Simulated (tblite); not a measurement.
**Run report: C6H6ClN, molecular dynamics (part 2 of 2)**

Continued. System: C6H6ClN (2-chloro-6-methylpyridine), SMILES Cc1cccc(Cl)n1. Method: GFN2-xTB Langevin dynamics, gas phase (tblite 0.8.0). 

Geometry of the input (Å):
```
C  2.1633  -0.5508  0.0668
C  0.7062  -0.2224  0.0144
C  0.2486  1.0927  0.0479
C  -1.1147  1.3292  -0.0025
C  -1.9884  0.2567  -0.0840
C  -1.4237  -1.0101  -0.1103
Cl -2.4394  -2.3986  -0.2081
N  -0.1318  -1.2477  -0.0639
H  2.6016  -0.1716  0.9883
H  2.6847  -0.0891  -0.7699
H  2.2943  -1.6274  0.0228
H  0.9510  1.9091  0.1127
H  -1.4980  2.3388  0.0220
H  -3.0565  0.3893  -0.1249
```

Trajectory as extended XYZ, continued:
```
14
Properties=species:S:1:pos:R:3:forces:R:3 step=4550 time_fs=6825.0 energy=-635.50269 temperature=389.0
C     1.9107   -1.7687    2.3961   -0.8250   0.9110   0.6380
C     1.4944   -1.2224    1.0756   -1.0730  -0.6870  -1.5140
C     2.4911   -0.5585    0.3857   -0.1770  -0.4100  -0.9090
C     2.1913   -0.0381   -0.8515   -0.1110   0.2920  -0.7550
C     0.9001   -0.1105   -1.3968    1.0470  -1.5340   2.0230
C     0.0468   -1.0261   -0.7736    0.8090   0.5410   1.8220
Cl   -1.4435   -1.3992   -1.5312    0.0370  -0.2060   0.2470
N     0.3111   -1.5393    0.4566    0.9370   0.9000  -0.2380
H     2.0253   -2.8391    2.2903    0.0210  -0.0760   0.4250
H     1.1005   -1.4825    3.0821    0.2040  -0.6740   0.1320
H     2.8255   -1.2565    2.7827   -0.6240  -0.6590  -0.5600
H     3.4938   -0.7172    0.7205    0.3790   0.6110   0.1490
H     2.9773    0.3687   -1.4751   -0.0450   0.3190   0.1530
H     0.7001    0.3710   -2.2838   -0.5800   0.6720  -1.6140
14
Properties=species:S:1:pos:R:3:forces:R:3 step=4900 time_fs=7350.0 energy=-635.47768 temperature=427.5
C     1.5057   -0.8483    3.2086   -0.7760  -1.0870   0.7200
C     1.4095   -0.6045    1.7651    1.2020   0.0860  -0.4190
C     2.5987   -0.4080    1.0116   -1.9110  -1.2890  -0.2000
C     2.3950   -0.3812   -0.3376   -1.6170  -0.3050  -1.4930
C     1.0599   -0.3469   -0.9130    2.9450  -0.2880  -1.4220
C     0.0514   -0.4818   -0.0514   -1.3400   1.2570   0.5230
Cl   -1.5932   -0.2157   -0.4786   -0.3430  -0.2950  -0.3850
N     0.2247   -0.5561    1.2341   -0.5760  -0.5500   1.5200
H     2.3571   -1.4355    3.5475    0.2150   0.3050  -0.3150
H     0.6179   -1.3969    3.5598    0.1200   0.3410  -0.1510
H     1.4976    0.1206    3.6376    0.1460   0.7840   0.8970
H     3.4906   -0.7448    1.4605    1.0210   0.4800   0.2380
H     3.1911   -0.5471   -1.0279    0.5140   0.3930  -0.2960
H     0.8815   -0.3826   -2.0023    0.4000   0.1690   0.7830
14
Properties=species:S:1:pos:R:3:forces:R:3 step=5250 time_fs=7875.0 energy=-635.50063 temperature=337.6
C     1.1744   -1.1561    3.2403    0.4960   0.7630   0.7970
C     0.8588   -0.6696    1.8273    1.0560  -1.9900   0.8300
C     1.8120   -0.2920    0.8445   -1.4130  -0.6150   1.0990
C     1.2770   -0.1923   -0.4030   -1.3580  -0.2330  -1.2420
C    -0.0586   -0.4847   -0.7438    0.3400   0.5610   2.3030
C    -0.8807   -0.7504    0.3532    0.7670  -0.5650  -0.7420
Cl   -2.5475   -0.9779    0.1107   -0.4560  -0.1490   0.0700
N    -0.3899   -0.9953    1.5515   -0.4890   1.2260  -0.1970
H     2.0115   -1.8911    3.3211   -0.5440   0.6660  -0.4310
H     0.2488   -1.6807    3.6141    1.0370   0.9290  -0.1620
H     1.4911   -0.2521    3.8905   -0.7350  -1.4500  -0.8050
H     2.8689   -0.2676    1.0096    0.0870   0.4420   0.2840
H     1.8144    0.1133   -1.2441    1.3470   0.2710  -0.9600
H    -0.4578   -0.4231   -1.7139   -0.1340   0.1430  -0.8440
14
Properties=species:S:1:pos:R:3:forces:R:3 step=5600 time_fs=8400.0 energy=-635.31955 temperature=398.3
C     1.4398   -0.8087    3.5682   -0.8460  -0.3210  -1.4010
C     0.9726   -0.7683    2.0681   -2.0640  -1.8920   1.8530
C     1.7046   -0.6268    0.9313   -0.1730   0.0580  -0.4670
C     1.1256   -0.8194   -0.3385   -0.4880  -0.5140   1.8420
C    -0.1756   -1.2755   -0.4232   -1.3750   1.2930  -2.2710
C    -0.8898   -1.3007    0.7637    0.0180  -1.4680   0.7190
Cl   -2.5641   -1.9262    0.7315    0.9260   0.5280   0.1070
N    -0.3186   -1.2280    1.9393    0.3720   1.2690   0.2740
H     2.4781   -1.0662    3.6543    0.7470   0.8970  -0.2160
H     1.0209   -1.7212    4.0149   -0.7260   0.5870  -0.0870
H     1.1068    0.1087    4.1024    0.4840  -0.8570  -0.4130
H     2.7334   -0.4237    1.0387    0.9480   0.4480  -0.1880
H     1.7875   -0.7156   -1.1286    0.6660   0.0790  -1.5790
H    -0.7884   -1.3456   -1.4216    1.5110  -0.1070   1.8280
14
Properties=species:S:1:pos:R:3:forces:R:3 step=5950 time_fs=8925.0 energy=-635.50701 temperature=465.3
C     2.0666   -0.1972    2.3509    0.5000   2.1100  -0.1200
C     1.2146   -0.9212    1.4130    1.3060  -2.6360  -2.4800
C     1.6440   -2.0062    0.5841    0.0040   0.1060   1.2880
C     0.6841   -2.8131   -0.0295    1.2630  -0.7360  -1.2620
C    -0.6186   -2.4342   -0.1268   -2.0190   2.0810   0.2550
C    -0.8994   -1.1737    0.5163   -0.1470  -1.9830  -0.8830
Cl   -2.5539   -0.5630    0.3706    0.9750   0.0020   0.2090
N    -0.0145   -0.5614    1.2452   -2.5090   1.6640   0.7410
H     2.4567    0.7878    1.8951   -0.4570  -1.4340   0.5280
H     2.8868   -0.7144    2.8211    0.2280  -0.4170  -0.4350
H     1.3961    0.0845    3.1349   -0.3380   0.5020   0.6690
H     2.7003   -2.2365    0.5818   -0.1080  -0.2860  -0.1140
H     0.9411   -3.7230   -0.6200    0.2720   0.7220   0.6980
H    -1.4193   -2.9230   -0.7395    1.0320   0.3040   0.9060
14
Properties=species:S:1:pos:R:3:forces:R:3 step=6300 time_fs=9450.0 energy=-635.61162 temperature=651.2
C     2.4904    1.8685    1.3582    1.5830  -0.3970  -2.0070
C     1.8187    0.5583    1.1521   -1.9020   1.1750  -1.3830
C     2.4204   -0.6576    1.0489   -0.1950  -0.6320   0.0620
C     1.7050   -1.7864    0.6817   -1.5590  -0.1650  -0.4280
C     0.3936   -1.5971    0.2277   -0.7810  -0.7520   0.0940
C    -0.1477   -0.2738    0.2532    1.6330  -1.6470   0.3500
Cl   -1.6668    0.0283   -0.3993   -0.6240   0.1620  -0.1550
N     0.5433    0.7215    0.7322   -0.0100   0.2980   0.2380
H     3.5167    1.6380    1.5613    0.7860   0.0430   0.5820
H     2.1013    2.4893    2.1095   -0.7290   0.6200   0.6300
H     2.5795    2.4122    0.3538   -0.6970  -0.5080   1.2940
H     3.4393   -0.7671    1.2253    1.5420  -0.0760   0.5580
H     2.1245   -2.7951    0.7519   -0.0900   0.5490  -0.2180
H    -0.2659   -2.4727   -0.0903    1.0420   1.3320   0.3840
14
Properties=species:S:1:pos:R:3:forces:R:3 step=6650 time_fs=9975.0 energy=-635.74942 temperature=466.8
C     3.6287    2.1785    0.0361    0.2820  -0.4900  -1.8790
C     3.0179    0.8467    0.2700   -1.1030   0.4620   0.8600
C     3.8235   -0.2479    0.5546    1.0840   0.3450  -0.2750
C     3.2635   -1.4863    0.4958   -2.2810   0.4150   0.4670
C     1.8527   -1.6017    0.3590    0.6500  -0.1390  -0.3730
C     1.1084   -0.4458    0.1886    0.3360   0.9890   0.7650
Cl   -0.6561   -0.3669    0.1276    0.9760  -0.3440  -0.0240
N     1.6822    0.7677    0.2203    0.5270  -0.8960  -0.7450
H     4.3143    2.5622    0.7445    0.4310   0.0370   0.9250
H     2.9104    2.9189   -0.2350   -0.6850   0.4140   0.1970
H     4.2028    2.0029   -0.8981    0.0650   0.2730   0.3100
H     4.9049   -0.1269    0.7472   -0.7440   0.0100  -0.2530
H     3.8201   -2.3353    0.7320    0.6960  -1.2130   0.0780
H     1.4347   -2.5961    0.3488   -0.2340   0.1370  -0.0510
14
Properties=species:S:1:pos:R:3:forces:R:3 step=7000 time_fs=10500.0 energy=-635.52566 temperature=469.1
C     4.6913    1.5807   -0.6123    0.3340  -2.8610  -0.2700
C     4.0682    0.1287   -0.5392    0.4640   3.5600  -0.9070
C     4.5780   -0.9881   -1.1626    0.5920   0.5690   1.1130
C     4.0399   -2.1883   -0.7474   -0.9070   0.0200   0.6780
C     2.9132   -2.1759    0.0911    0.2090   0.8270  -0.4860
C     2.3023   -0.9189    0.3083    0.0380  -0.5470  -0.9160
Cl    0.6384   -0.8991    0.7307    0.0020   0.1030   0.3850
N     2.8562    0.2299   -0.0266   -0.2360  -1.3380   0.9150
H     3.8854    2.2252   -0.7560   -1.0770   1.0970  -0.0640
H     5.3887    1.6628   -1.4247    0.3150  -0.0190  -0.3180
H     5.1988    1.7784    0.3107    0.1360   0.1100   0.4320
H     5.5123   -0.8536   -1.6797   -0.0730  -0.4140  -0.2970
H     4.5090   -3.0760   -1.0903    0.0190  -0.7860  -0.0140
H     2.4349   -3.0231    0.5448    0.1830  -0.3210  -0.2490
14
Properties=species:S:1:pos:R:3:forces:R:3 step=7350 time_fs=11025.0 energy=-635.44084 temperature=601.3
C     5.4984    0.3540   -1.5002   -1.0910  -0.6710  -1.2140
C     4.2537   -0.5546   -1.5026    0.4880   0.9730   1.3670
C     4.3084   -1.8070   -2.0687   -0.9120  -0.7950   0.8750
C     3.3193   -2.7440   -1.6686    0.6140  -0.9010  -2.8100
C     2.1103   -2.2818   -1.2379    1.0880   0.1780   1.4110
C     2.2126   -1.0095   -0.6393   -1.5270  -0.2450  -0.9580
Cl    0.7652   -0.3968    0.0187   -0.4960   0.3070   0.5330
N     3.1885   -0.1721   -0.7223    2.0490  -0.3560  -0.9720
H     5.5038    0.9641   -2.4006   -0.2410   0.2730  -0.0540
H     6.3924   -0.2475   -1.5990    0.0790  -0.2190   0.3790
H     5.5224    0.9960   -0.6487   -0.0730   0.1730   0.4840
H     5.0277   -2.1274   -2.7881    0.6590   0.0380   0.1340
H     3.4290   -3.8028   -2.0587   -0.1760   1.2570   0.5490
H     1.2827   -2.9433   -1.1377   -0.4630  -0.0120   0.2760
14
Properties=species:S:1:pos:R:3:forces:R:3 step=7700 time_fs=11550.0 energy=-635.32749 temperature=440.4
C     4.5935    0.0490   -1.9080   -1.6880   1.4190   0.3030
C     3.5876   -0.8462   -1.3554   -0.8700  -3.4960  -0.6950
C     3.6899   -2.2983   -1.5566    1.6510   1.3590  -0.2220
C     2.6999   -3.1578   -1.0924    1.4480  -0.3390  -0.5000
C     1.5545   -2.6539   -0.5508   -0.6410   1.5150  -0.0770
C     1.5521   -1.2319   -0.5083   -1.6350  -0.3220   1.5700
Cl    0.0431   -0.5916    0.3062    1.2300  -0.1450  -0.7600
N     2.4894   -0.3473   -0.7952   -0.5920  -1.3870  -0.1030
H     5.2751   -0.3739   -2.5232    2.2220  -1.8930  -1.4880
H     5.0591    0.5784   -1.1386    0.8890   0.8410   1.3260
H     4.1423    0.7955   -2.5406   -0.6930   0.5210  -0.0960
H     4.6572   -2.7306   -2.0519   -1.8690   0.9000   0.9810
H     2.8776   -4.2276   -1.1244   -0.1060   0.0760  -0.1900
H     0.7149   -3.3195   -0.2698    0.6530   0.9500  -0.0480
14
Properties=species:S:1:pos:R:3:forces:R:3 step=8050 time_fs=12075.0 energy=-635.77671 temperature=320.6
C     3.1572    0.7918   -1.1128    0.3840   0.5160  -0.1170
C     2.6389   -0.5763   -0.8615   -0.1860  -0.8190   0.2090
C     3.4075   -1.7412   -1.1028   -1.7960  -0.1790   0.5310
C     2.7443   -2.9664   -0.7905    1.6240   0.0890  -0.4250
C     1.4717   -2.9373   -0.2900   -0.8080  -0.1140   1.2680
C     0.8842   -1.7183    0.1046    0.8440  -0.4080  -1.3000
Cl   -0.5600   -1.6113    0.9922   -0.2370  -0.1580   0.0680
N     1.4266   -0.5856   -0.2694    0.9110   0.1470  -0.0280
H     2.6636    1.4737   -0.4392   -0.4620   0.2290   0.0550
H     3.0040    1.1545   -2.1410    0.0820  -0.3360   0.3380
H     4.2081    0.8693   -0.8468    0.2230  -0.2000  -0.3360
H     4.3996   -1.6250   -1.5154   -0.1600  -0.3410   0.1440
H     3.2141   -3.9958   -0.8355   -0.2850   1.4970  -0.3810
H     1.0013   -3.8731   -0.0207   -0.1340   0.0770  -0.0260
14
Properties=species:S:1:pos:R:3:forces:R:3 step=8400 time_fs=12600.0 energy=-635.33448 temperature=377.9
C     2.0292    1.7921   -0.0476    1.8730   0.0680   1.8830
C     1.7175    0.3997   -0.3037   -2.8930  -2.0210   0.2790
C     2.5518   -0.5935   -0.8115    1.5410   3.6730   1.1110
C     2.2232   -1.8779   -0.7941   -2.9060  -1.8620   0.8240
C     0.9441   -2.2653   -0.3188    1.0880   0.5620  -1.1760
C     0.1249   -1.2210    0.0918    1.1150  -1.1970  -0.3150
Cl   -1.2659   -1.7094    0.8679   -1.5930   0.0510   0.5540
N     0.4629    0.0216    0.0932    1.1940   1.8990   0.0110
H     2.2539    2.2862   -0.9378    0.2120   0.9720  -1.4880
H     3.0645    1.7575    0.5165   -2.0000   0.5080  -0.4830
H     1.1996    2.2997    0.4745    0.7740  -0.3550  -0.0420
H     3.5824   -0.2579   -0.8909    0.0380  -0.2900  -0.6630
H     2.9587   -2.5503   -1.0462    1.1390  -1.7180  -0.6190
H     0.5203   -3.2501   -0.3475    0.4170  -0.2910   0.1240
```

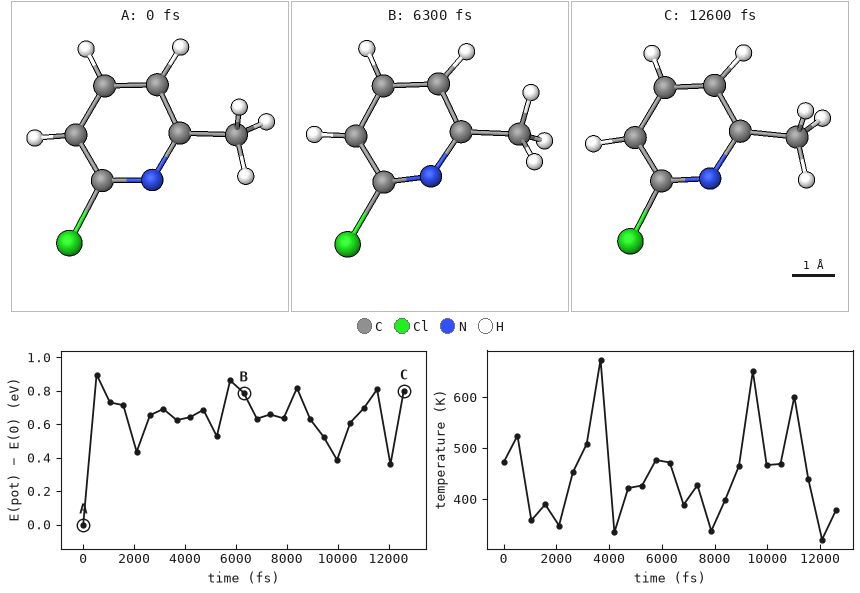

Figure 1. Frames of the molecular dynamics (ball-and-stick, seen at a tilt) above the curves, on which the letters mark them. The trajectory kept here has 25 frames over 12600 fs. The temperature starts at 472 K, ranges from 321 to 674 K and averages 447 K over the second half. The potential energy ends 0.802 eV above its first value. After an unweighted best fit of the last frame on the first, the root-mean-square displacement is 0.14 Å.

Results in brief:

```csv
quantity,value
outcome,finished
mean temperature over the second half,447 K
trajectory,"25 frames kept, 12600 fs"
wall time,56 s
peak memory,0.49 GiB
```
